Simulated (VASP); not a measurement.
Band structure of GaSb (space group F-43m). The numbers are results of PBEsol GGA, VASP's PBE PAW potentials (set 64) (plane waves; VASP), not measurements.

Unless said otherwise, spin-orbit coupling is left out, though it shifts the bands of the heavy elements here.

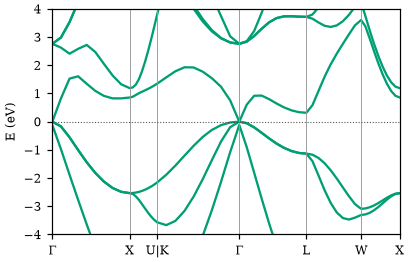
Figure: Bands along high-symmetry lines, zero at the valence-band maximum or, without a gap, the Fermi level

Q: Read the plot: is there a gap, and where are the band edges?

A: It has no gap at this level: it comes out as a metal or semimetal.

The structure is a typed GaSb crystal (F-43m). The cell was not relaxed at this level.
